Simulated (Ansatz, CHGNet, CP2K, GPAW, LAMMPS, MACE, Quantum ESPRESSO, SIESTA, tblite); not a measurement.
## Amorphous carbon (100 atoms): runs against a plane-wave reference

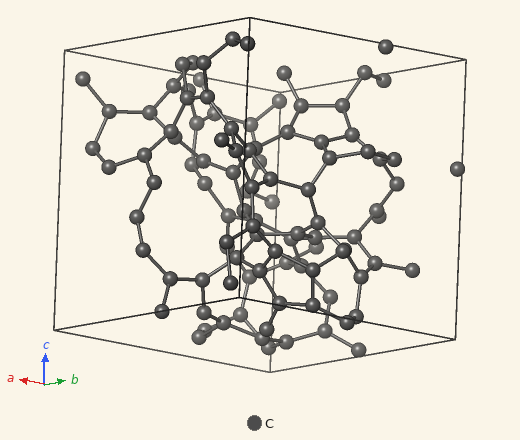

The cell (carbon dark grey). Bonds to atoms that aren't drawn are left out. Some periodic images of atoms are drawn too.

Density of this cell: 1.74 g/cm³. The cell holds 100 atoms: 100 C. Cell: a = 10.470 Å, b = 10.470 Å, c = 10.470 Å, α = 90.0°, β = 90.0°, γ = 90.0°. 100 atoms (100 C) placed at random at 1.74 g/cm³, melted at 5500 K for 10 ps at fixed volume with the LCBOP (Los and Fasolino, Phys. Rev. B 68, 024107 (2003)). Quenched from 5500 K to 300 K at 100 K/ps and fixed volume, held 5 ps.

Geometry: as built.

The reference, a calculation:

- method: Kohn-Sham DFT, PBE, PAW, plane waves (Ansatz 0.2.0); cutoff 420 eV, Γ point, fermi-dirac smearing of 0.05 eV; PAW set soft_2
- r.m.s. force component: 1.425 eV/Å
- longest force: 5.513 eV/Å
- pressure: -13.66 GPa
- SCF cycles: 10
- time: 6.3 s on 8 threads of Arm Neoverse V2, shared host
- CPU time: 45 s

**Question.** The same geometry is run in other programs. How far does each lie from the reference, and what does it cost?
- GPAW PBE, LCAO szp(dzp), h 0.2 Å (GPAW 26.7.0; 1 thread)
- GPAW revPBE, LCAO dzp, h 0.2 Å (GPAW 26.7.0; 2 MPI ranks)
- SIESTA PBE, DZP, shift 0.01 Ry, mesh 300 Ry (SIESTA 5.4.2; 2 MPI ranks)
- SIESTA PBE, DZ, shift 0.01 Ry, mesh 300 Ry (SIESTA 5.4.2; 1 thread)
- CP2K PBE, TZVP-MOLOPT, 450/50 Ry, diagonalisation (CP2K 2026.2; 4 MPI ranks)
- CP2K PBE, DZVP-MOLOPT-SR, 630/50 Ry, diagonalisation (CP2K 2026.2; 4 MPI ranks)
- SIESTA PBE, DZP, shift 0.02 Ry, mesh 300 Ry (SIESTA 5.4.2; 2 MPI ranks)
- MACE MP-0b2 small potential (MACE MP-0b2 small; 1 thread)
- GPAW PBE, LCAO dzp, h 0.2 Å (GPAW 26.7.0; 2 MPI ranks)
- SIESTA PBE, SZ, shift 0.01 Ry, mesh 300 Ry (SIESTA 5.4.2; 1 thread)

Differences are against the plane-wave reference, forces as r.m.s. over components; share is that over the reference's r.m.s. force, slope the least-squares factor from reference forces to these. Total energies of different programs have different zeros and aren't compared.

| run | Δ force, r.m.s. (meV/Å) | share (%) | slope | Δ pressure (GPa) | cores | CPU time | memory (GiB) |
| --- | --- | --- | --- | --- | --- | --- | --- |
| reference | - | - | - | - | 8 | 45 s | 1.3 |
| GPAW PBE, LCAO szp(dzp), h 0.2 Å (coarse) | 409 | 28.7 | 1.020 | - | 1 | 2.1 min | 0.89 |
| GPAW revPBE, LCAO dzp, h 0.2 Å | 189 | 13.3 | 1.023 | - | 2 | 3.2 min | 1.4 |
| SIESTA PBE, DZP, shift 0.01 Ry, mesh 300 Ry | 230 | 16.2 | 1.034 | 4.86 | 2 | 5.2 min | 1.5 |
| SIESTA PBE, DZ, shift 0.01 Ry, mesh 300 Ry (coarse) | 278 | 19.5 | 1.079 | 5.94 | 1 | 1.7 min | 0.74 |
| CP2K PBE, TZVP-MOLOPT, 450/50 Ry, diagonalisation | 23.6 | 1.66 | 1.002 | 0.429 | 4 | 68 min | 3.4 |
| CP2K PBE, DZVP-MOLOPT-SR, 630/50 Ry, diagonalisation | 39.8 | 2.79 | 1.011 | 0.443 | 4 | 7 min | 4.0 |
| SIESTA PBE, DZP, shift 0.02 Ry, mesh 300 Ry | 190 | 13.3 | 1.034 | 0.980 | 2 | 3.3 min | 1.2 |
| MACE MP-0b2 small potential | 843 | 59.1 | 0.466 | 4.80 | 1 | 5.3 s | 0.67 |
| GPAW PBE, LCAO dzp, h 0.2 Å | 164 | 11.5 | 1.020 | - | 2 | 3.3 min | 1.4 |
| SIESTA PBE, SZ, shift 0.01 Ry, mesh 300 Ry (coarse) | 892 | 62.6 | 1.120 | 23.9 | 1 | 78 s | 0.61 |

Rows marked coarse were listed beforehand as settings not expected to be converged; some can still land near the reference.

Times of the machine-learned potentials are mostly Python's start and the loading of weights.

CPU time is summed over cores on a shared host, where runs went side by side, so it is rough. Symmetry, cutoffs, thresholds, outputs and thread counts weren't matched or tuned between programs; memory under MPI is the largest rank's times the ranks.

The PBE runs in local orbitals, coarse settings apart, differ by 1.7 % (CP2K PBE, TZVP-MOLOPT, 450/50 Ry, diagonalisation) to 16 % (SIESTA PBE, DZP, shift 0.01 Ry, mesh 300 Ry); basis, grid and potentials can all enter. Machine-learned potentials differ by 59 % (MACE MP-0b2 small potential); they were trained on other programs' data. Among those trained on PBE data the slope goes as low as 0.47, with a correlation of 0.88, so directions differ as well as sizes. Rows with another functional or a dispersion term differ by 13 % (GPAW revPBE, LCAO dzp, h 0.2 Å), which mixes the change of model with differences of basis and potentials. Runs with settings chosen to be coarse differ by 19 % (SIESTA PBE, DZ, shift 0.01 Ry, mesh 300 Ry) to 63 % (SIESTA PBE, SZ, shift 0.01 Ry, mesh 300 Ry), their programs' other errors included. Machine-learned potentials mimic data converged in k, so the reference's own k-point error enters their differences. The network of bonds at the start is that of the classical potential that made the cell, and needn't be the one that DFT or experiment would give. The electronic-structure runs sample only Γ, in a cell whose shortest periodic width is 10 Å, which is coarse for a cell with partly filled levels.

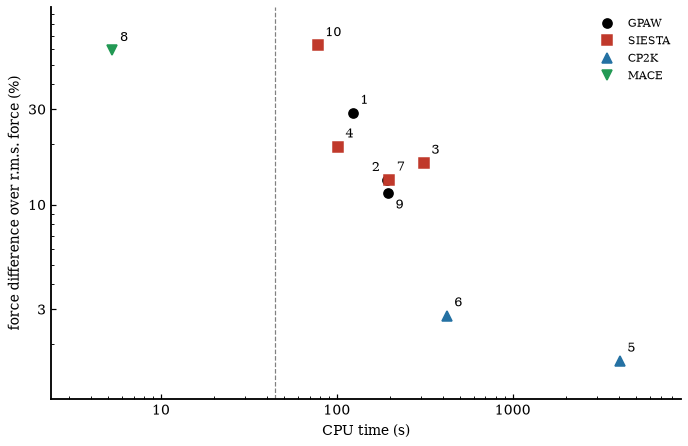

Force difference against CPU time; the dashed line marks the reference's time. Points: 1 GPAW PBE, LCAO szp(dzp), h 0.2 Å; 2 GPAW revPBE, LCAO dzp, h 0.2 Å; 3 SIESTA PBE, DZP, shift 0.01 Ry, mesh 300 Ry; 4 SIESTA PBE, DZ, shift 0.01 Ry, mesh 300 Ry; 5 CP2K PBE, TZVP-MOLOPT, 450/50 Ry, diagonalisation; 6 CP2K PBE, DZVP-MOLOPT-SR, 630/50 Ry, diagonalisation; 7 SIESTA PBE, DZP, shift 0.02 Ry, mesh 300 Ry; 8 MACE MP-0b2 small potential; 9 GPAW PBE, LCAO dzp, h 0.2 Å; 10 SIESTA PBE, SZ, shift 0.01 Ry, mesh 300 Ry.

[Hosts, paths, dates, database ids (printed as entryN), source tags and the programs' standing remarks are cut or masked in the printed files.]
